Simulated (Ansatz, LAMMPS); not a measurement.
# Glassy 65SiO2-8Al2O3-28SrO (mol %) (115 atoms), the frame at 98 fs of a trajectory (instantaneous temperature 371 K)

The starting structure: 115 atoms (26 Si, 6 Al, 11 Sr, 72 O) placed at random at 2.97 g/cm³, melted at 4000 K for 10 ps at fixed volume with the Morse and Coulomb pair potential with partial charges (Pedone, Malavasi, Menziani, Cormack and Segre, J. Phys. Chem. B 110, 11780 (2006)). Quenched from 4000 K to 300 K at 20 K/ps and fixed volume, held 10 ps at zero pressure.

Geometry: the frame at 98 fs of a trajectory (instantaneous temperature 371 K). Computed with Ansatz 0.2.0: Kohn-Sham DFT, PBE, PAW (set soft_2), plane waves; cutoff 420 eV, Γ point, gaussian smearing of 0.025 eV; density 3.07 g/cm³.

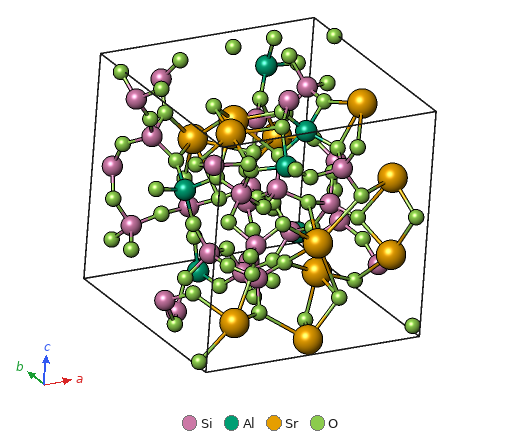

The structure (silicon pink, aluminium teal, strontium orange, oxygen green). Bonds to atoms that aren't drawn are left out. Some periodic images of atoms are drawn too.

Extended XYZ; positions in Å, forces in eV/Å:

```xyz
115
Lattice="11.766 0.000 0.000 0.000 11.766 0.000 0.000 0.000 11.766" Properties=species:S:1:pos:R:3:forces:R:3 pbc="T T T"
Si 4.470 9.999 3.782 0.878 -0.415 -1.712
Si 0.141 8.434 10.752 0.892 -0.320 0.892
Si 4.317 2.988 2.995 0.042 -0.215 -0.748
Si 6.327 5.087 6.454 -0.373 2.189 -1.219
Si 1.797 6.040 0.368 -0.604 0.219 1.872
Si 9.106 4.709 5.419 -1.224 2.207 0.018
Si 1.252 9.852 3.373 -1.519 -0.537 -1.289
Si 10.790 7.176 6.321 0.913 -1.070 -0.041
Si 8.364 6.885 3.158 1.544 0.282 -1.144
Si 3.253 1.613 5.457 0.186 1.416 2.148
Si 9.027 7.448 10.372 -0.613 0.332 1.202
Si 0.148 0.905 10.425 1.107 -0.570 -0.725
Si 6.667 8.080 5.248 -1.419 -1.903 0.780
Si 3.219 11.337 10.099 -0.407 -0.970 0.842
Si 3.350 5.953 3.207 -1.625 1.485 0.659
Si 8.554 11.384 2.783 -1.667 0.332 -0.357
Si 5.660 6.568 1.580 0.009 1.059 -1.004
Si 0.883 11.376 5.893 0.089 -0.926 0.060
Si 7.230 8.921 8.378 0.227 0.271 0.644
Si 3.681 3.990 7.086 -2.558 0.780 -1.502
Si 1.746 9.373 8.147 0.239 1.293 -0.295
Si 11.243 7.215 3.120 -0.467 -1.087 0.356
Si 11.745 4.195 2.016 -0.450 -0.498 -1.243
Si 6.087 4.224 11.483 -0.568 -2.165 -0.245
Si 7.981 9.857 0.416 0.599 -0.903 -1.345
Si 8.053 2.098 8.505 0.026 0.892 -1.032
Al 9.122 11.478 9.793 0.567 -2.175 0.713
Al 4.973 2.153 9.073 -0.083 0.225 0.567
Al 2.257 6.837 6.333 -0.367 -0.961 -0.430
Al 4.954 9.493 0.537 0.270 0.612 -0.757
Al 7.727 5.109 9.251 0.393 0.979 -1.370
Al 11.204 10.889 0.986 0.524 1.619 0.751
Sr 6.543 1.346 5.144 0.143 0.173 -0.049
Sr 9.540 10.700 6.339 0.323 -0.908 0.807
Sr 6.238 1.103 0.270 -0.158 -0.478 0.367
Sr 2.159 1.253 1.716 -0.795 -0.750 -0.136
Sr 11.181 2.564 7.324 -0.445 0.698 0.083
Sr 10.873 1.678 3.712 -0.439 -0.390 -0.121
Sr 4.726 10.503 7.071 -0.348 -0.070 -0.141
Sr 9.720 3.453 11.069 0.571 0.044 0.503
Sr 7.895 3.452 2.538 0.275 0.644 -0.205
Sr 2.528 3.475 10.621 -0.429 -0.008 0.331
Sr 4.668 6.795 9.605 -0.383 0.291 -0.301
O 9.942 3.437 5.080 0.885 -1.441 -0.096
O 5.823 3.077 3.535 -0.421 -0.566 0.313
O 9.772 7.338 2.334 -0.738 0.003 1.057
O 1.868 0.566 10.374 0.864 -0.301 -0.524
O 4.486 0.524 9.675 0.135 0.790 -0.399
O 6.637 5.647 7.946 -0.427 -0.569 -0.578
O 0.006 0.695 0.263 -0.903 0.848 -0.062
O 7.962 8.021 4.277 0.067 -0.171 -0.450
O 0.741 7.200 11.702 -0.508 0.785 -0.619
O 5.074 3.009 10.771 0.615 0.787 -0.277
O 8.985 5.761 10.337 0.752 1.542 0.575
O 4.894 11.264 4.660 -0.020 0.273 -0.133
O 8.656 3.655 8.819 -0.260 -0.990 0.052
O 0.495 8.454 2.817 0.716 0.604 -0.322
O 10.947 11.627 9.589 -0.886 1.032 -0.264
O 7.769 1.041 2.237 0.508 -1.740 0.619
O 10.063 11.440 2.202 0.739 0.274 0.903
O 8.177 10.262 8.718 -0.018 0.968 -0.288
O 2.814 9.732 3.784 0.305 -0.102 0.258
O 8.838 1.449 7.225 -0.194 -0.260 1.025
O 3.721 3.324 8.589 0.524 -0.233 -0.895
O 1.143 8.657 9.458 -0.229 -0.054 -0.203
O 5.481 5.081 0.956 -0.764 -0.974 -0.167
O 8.674 5.457 3.920 0.140 -0.305 1.009
O 9.074 10.880 11.502 0.051 0.186 -0.407
O 3.440 4.339 3.231 0.482 0.297 0.025
O 0.519 6.627 6.744 0.893 0.072 0.002
O 11.560 0.763 5.952 -1.402 0.114 -0.284
O 0.382 10.251 4.745 0.887 0.929 0.579
O 6.507 10.349 11.660 -1.000 -0.798 0.551
O 0.869 4.572 0.477 -0.232 0.111 1.064
O 6.428 5.337 10.380 -0.577 -0.388 0.431
O 0.780 2.976 2.765 -0.430 0.667 -0.807
O 6.460 2.348 8.202 0.217 -0.750 0.468
O 0.924 10.639 7.356 0.168 -1.510 0.230
O 7.337 3.293 0.203 0.130 0.725 -0.160
O 5.111 7.697 0.503 0.757 0.227 -0.467
O 5.674 8.844 8.861 0.869 0.735 -0.721
O 4.166 2.345 1.482 0.482 0.345 0.265
O 8.309 1.254 9.920 -0.220 0.547 -0.448
O 10.964 7.397 4.695 -0.556 -0.232 -0.144
O 10.175 3.680 1.660 1.752 0.024 0.143
O 10.225 8.432 7.071 -0.209 0.733 -0.353
O 2.633 8.463 7.127 -0.209 -0.490 -0.286
O 5.037 4.093 6.142 -0.003 0.146 1.246
O 3.220 5.582 7.353 -0.291 -0.406 -0.458
O 2.309 6.296 1.940 0.591 -0.011 -1.073
O 3.330 1.877 3.844 1.036 0.165 0.497
O 0.068 2.461 9.835 -0.095 -0.830 0.399
O 8.416 8.308 11.748 0.099 -1.054 -1.886
O 6.104 6.475 5.462 0.943 0.341 1.121
O 11.630 5.610 2.780 0.296 1.642 0.646
O 7.568 4.183 5.947 1.667 -0.065 -0.671
O 7.145 8.823 6.681 -0.259 0.328 -0.566
O 7.252 6.477 1.994 0.516 0.817 0.847
O 2.496 3.023 6.192 1.884 0.156 0.384
O 4.859 9.919 2.185 -0.366 0.793 1.445
O 2.732 6.626 4.570 -0.033 -0.370 0.819
O 2.251 0.382 5.556 -0.737 -1.667 -0.126
O 9.783 5.775 6.499 -0.462 -0.390 -0.829
O 0.929 11.018 2.206 0.257 -1.366 1.271
O 8.060 9.876 2.028 -0.045 1.881 1.606
O 2.965 10.326 8.795 0.265 0.803 0.570
O 11.735 9.739 11.652 0.391 -1.036 -0.421
O 10.502 8.046 10.096 -0.735 -0.850 -0.108
O 5.424 8.844 4.535 -0.143 -0.315 0.950
O 3.629 10.397 11.404 0.232 0.538 -0.473
O 2.912 5.853 11.016 0.227 -0.860 -0.439
O 4.464 1.260 6.508 0.053 0.460 -0.254
O 8.076 7.703 9.064 -0.255 -0.358 0.068
O 8.456 11.495 4.447 0.079 -0.170 -1.605
O 4.775 6.736 2.895 -0.718 -0.788 0.639
```

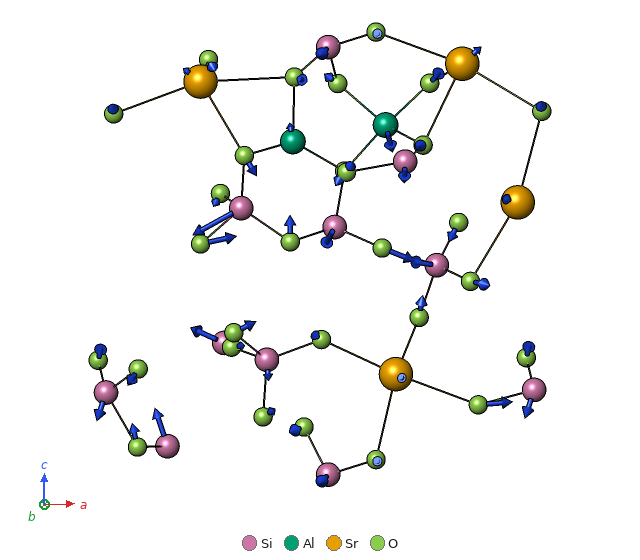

The forces as arrows, the longest 3.07 eV/Å. Drawn is a slice 4 Å thick, seen along the normal of the ac plane.

The quench rate of 20 K/ps is many orders above laboratory rates, so the cell is likely richer in defects and strain than a real sample. The network of bonds at the start is that of the classical potential that made the cell. Only the Γ point is sampled, in a cell whose shortest periodic width is 12 Å.

The r.m.s. force component is 0.791 eV/Å; the longest force, 3.07 eV/Å, acts on Si20. The energy lies 39.4 meV/atom below that of the first step of this run.

[Logs are printed without paths, hosts, clocks, repeated set-up lines and the standing remarks that a program may print on its own settings, such as how far it seeks lower states.]

[Hosts, paths, dates, database ids (printed as entryN), source tags and the programs' standing remarks are cut or masked in the printed files.]
